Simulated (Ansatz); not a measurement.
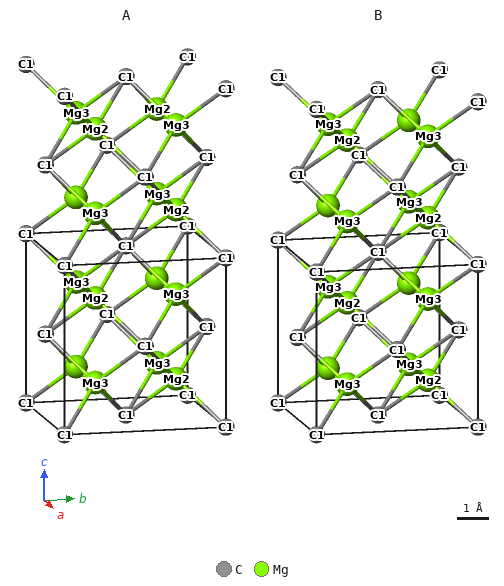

Two geometries of a crystal of Mg$_{2}$C (built on the antifluorite type) at its r2SCAN-relaxed geometry: one is the relaxed structure, the other was perturbed away from it. Style: ball-and-stick. Shown: the conventional cell (4 times the calculation's cell), repeated 1 × 1 × 2 with one cell outlined, slightly off an axis. Lengths and directions refer to the drawn axes.

Level of theory: DFT, r2SCAN, plane waves, PAW in Ansatz 0.2.0. Set-up: plane-wave cutoff 500 eV; k-point mesh 8 × 8 × 8; occupations fixed; no spin polarisation.

Which one is perturbed?

Structure A is the perturbed one. The cell is strained by +4.0 % along c and none across it (volume +4.0 %). The atoms were relaxed with r2SCAN under that strain, and this is a single point on that geometry. It costs 18.8 meV per atom. The pressure goes from 0.0 to −3.5 GPa. The principal stresses (compression positive) are −11.1 GPa along c and 0.3 GPa across it. All forces vanish by symmetry. Among the bonded contacts that change: C–Mg 2.348 → 2.379 Å. The space group (tolerance 0.01 Å) goes from Fm-3m (No. 225) to I4/mmm (No. 139).
